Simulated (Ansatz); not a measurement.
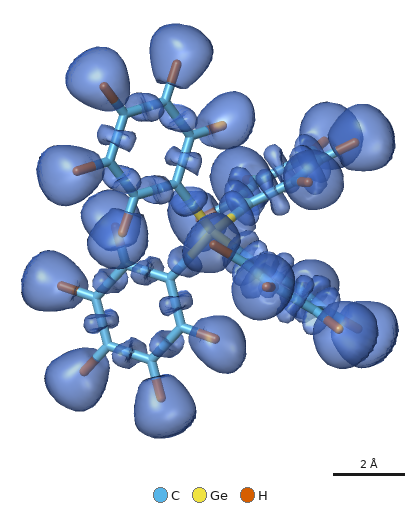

C24H20Ge. Isosurface of the electron localisation function at 0.8 (blue), seen at a tilt. Only the valence region is drawn (cores and ρ < 0.01 e/Å³ removed).

Geometry: PBE-D4/def2-SVP; not at a stationary point (largest force 0.6 eV/Å).

The calculation used RKS PBE0-D4/def2-TZVP in Ansatz 0.2.0.

Input file:

```
crystal:
  periodic: [false, false, false]
  atoms:
    - {symbol: C, position_ang: [-1.585733, -3.615391, 2.712786]}
    - {symbol: C, position_ang: [-2.499238, -2.751123, 2.088417]}
    - {symbol: C, position_ang: [-2.033161, -1.702359, 1.278866]}
    - {symbol: C, position_ang: [-0.649404, -1.502146, 1.084569]}
    - {symbol: Ge, position_ang: [-0.000352, -0.000088, 0.000434]}
    - {symbol: C, position_ang: [0.047193, 1.631841, 1.090038]}
    - {symbol: C, position_ang: [0.881002, 2.712217, 0.729280]}
    - {symbol: C, position_ang: [0.886177, 3.896920, 1.483597]}
    - {symbol: C, position_ang: [0.057801, 4.015122, 2.611022]}
    - {symbol: C, position_ang: [-0.772721, 2.945695, 2.982960]}
    - {symbol: C, position_ang: [-0.775893, 1.762175, 2.227873]}
    - {symbol: C, position_ang: [-1.210259, 0.255070, -1.524057]}
    - {symbol: C, position_ang: [-1.783057, -0.855989, -2.179843]}
    - {symbol: C, position_ang: [-2.615283, -0.678467, -3.297160]}
    - {symbol: C, position_ang: [-2.887108, 0.614626, -3.771809]}
    - {symbol: C, position_ang: [-2.326808, 1.728252, -3.125506]}
    - {symbol: C, position_ang: [-1.495782, 1.548536, -2.008354]}
    - {symbol: C, position_ang: [1.811318, -0.385392, -0.649510]}
    - {symbol: C, position_ang: [2.934282, -0.153666, 0.173814]}
    - {symbol: C, position_ang: [4.228251, -0.466853, -0.273518]}
    - {symbol: C, position_ang: [4.415658, -1.013743, -1.553004]}
    - {symbol: C, position_ang: [3.306953, -1.245440, -2.383013]}
    - {symbol: C, position_ang: [2.014452, -0.931188, -1.934027]}
    - {symbol: C, position_ang: [0.256908, -2.380429, 1.714134]}
    - {symbol: C, position_ang: [-0.206778, -3.429169, 2.524100]}
    - {symbol: H, position_ang: [-1.950001, -4.439156, 3.346160]}
    - {symbol: H, position_ang: [-3.581651, -2.897322, 2.229486]}
    - {symbol: H, position_ang: [-2.759544, -1.037283, 0.783598]}
    - {symbol: H, position_ang: [1.543967, 2.626015, -0.147232]}
    - {symbol: H, position_ang: [1.542711, 4.731567, 1.191666]}
    - {symbol: H, position_ang: [0.062870, 4.942532, 3.204597]}
    - {symbol: H, position_ang: [-1.419994, 3.033093, 3.869658]}
    - {symbol: H, position_ang: [-1.424620, 0.925161, 2.533420]}
    - {symbol: H, position_ang: [-1.585580, -1.875043, -1.808679]}
    - {symbol: H, position_ang: [-3.057217, -1.554033, -3.798124]}
    - {symbol: H, position_ang: [-3.540817, 0.755161, -4.646656]}
    - {symbol: H, position_ang: [-2.542079, 2.744202, -3.492033]}
    - {symbol: H, position_ang: [-1.067830, 2.429535, -1.502855]}
    - {symbol: H, position_ang: [2.799883, 0.286680, 1.175439]}
    - {symbol: H, position_ang: [5.095773, -0.278590, 0.378290]}
    - {symbol: H, position_ang: [5.429866, -1.257623, -1.905634]}
    - {symbol: H, position_ang: [3.450802, -1.669558, -3.389136]}
    - {symbol: H, position_ang: [1.151752, -1.107547, -2.596949]}
    - {symbol: H, position_ang: [1.340920, -2.248532, 1.564592]}
    - {symbol: H, position_ang: [0.512400, -4.108274, 3.008296]}
basis:
  gaussian: {orbitals: def2-TZVP, fitting: {mean_field: def2-universal-jkfit}, initial_orbitals: start.molden}
hamiltonian: {xc: pbe0, dispersion: d4}
scf: {omitted_lower_state_checks: [starts]}
output: {forces: true, orbitals: {seedname: orbitals}}
```

Launched as:

```sh
ansatz run in.yaml --threads 2 --pin off --events-out ev --progress --plain --max-ram 22528MiB --backend cuda --devices 0, --max-vram 18GiB
```

> Where are the electrons localised?

The ELF exceeds this value in 24 regions between bonded C–C atoms (shared pairs), 20 regions around hydrogen nuclei and four lobes of the valence shell of C pointing towards Ge (polar bonds).

Values along the shortest contacts:
C–C (1.40 Å): the ELF peaks at about 0.95 between the atoms, as expected for localised, covalent bonding. C–Ge (1.96 Å): the ELF peaks at about 0.95 in the valence shell of C, 0.7 Å from its nucleus, and is about 0.70 at the midpoint.
